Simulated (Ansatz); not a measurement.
# AlCl3FH3OZr: the cost of one run

Method: RKS PBE/def2-SVP, in Ansatz 0.2.0.

## Step 1: The starting structure

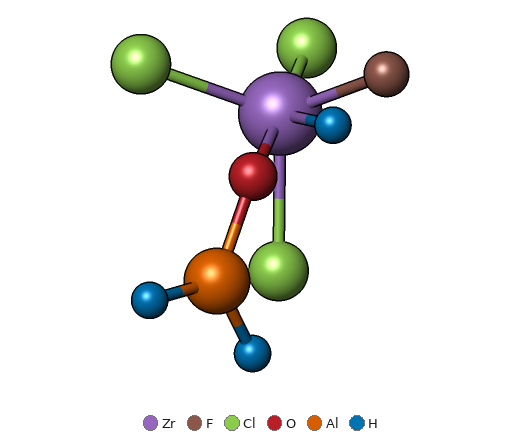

Start, viewed from a free direction; zirconium purple, fluorine brown, chlorine green, oxygen red, aluminium orange, hydrogen blue.

Structure file:

```xyz
10

Zr    0.0000    0.0000    0.0000
F     0.0000    0.0000    2.3300
Cl    2.3764    0.0000   -0.8392
Cl   -1.1869    2.0563   -0.8392
Cl   -1.1869   -2.0563   -0.8392
O    -2.2491    0.0000    0.7473
Al   -3.5628   -0.9643    0.0314
H    -3.2937   -2.4314   -0.4258
H    -4.9834   -0.3425   -0.1389
H    -1.3253    0.0000    1.9476
```

## Step 2: A restrained relaxation towards end A

Springs on the bonds that form and break draw the guess towards this end; the thresholds are loose.

Input file input.yaml:

```yaml
crystal:
  periodic: [false, false, false]
  atoms:
    - { symbol: Zr, position_ang: [0.0, 0.0, 0.0] }
    - { symbol: F, position_ang: [0.0, 0.0, 2.33] }
    - { symbol: Cl, position_ang: [2.3764, 0.0, -0.8392] }
    - { symbol: Cl, position_ang: [-1.1869, 2.0563, -0.8392] }
    - { symbol: Cl, position_ang: [-1.1869, -2.0563, -0.8392] }
    - { symbol: O, position_ang: [-2.2491, 0.0, 0.7473] }
    - { symbol: Al, position_ang: [-3.5628, -0.9643, 0.0314] }
    - { symbol: H, position_ang: [-3.2937, -2.4314, -0.4258] }
    - { symbol: H, position_ang: [-4.9834, -0.3425, -0.1389] }
    - { symbol: H, position_ang: [-1.3253, 0.0, 1.9476] }
basis:
  gaussian: { orbitals: def2-SVP }
hamiltonian:
  xc: pbe
relax:
  f_tol: 0.15
  max_steps: 25
  restrain:
    - { distance: [0, 5], at: 3.27, k: 30.0 }
    - { distance: [9, 1], at: 2.12, k: 30.0 }
    - { distance: [0, 1], at: 1.98, k: 30.0 }
    - { distance: [9, 5], at: 1.01, k: 30.0 }
```

Started as:

```console
> ansatz run input.yaml --threads 4 --pin off --max-ram 5120MiB --backend cpu --events-out ev --progress --plain --runs-dir out
```

Q: Estimate wall time and peak memory on 4 threads of Arm Neoverse V1, shared host.

About 56 s, with a peak of 0.24 GiB.
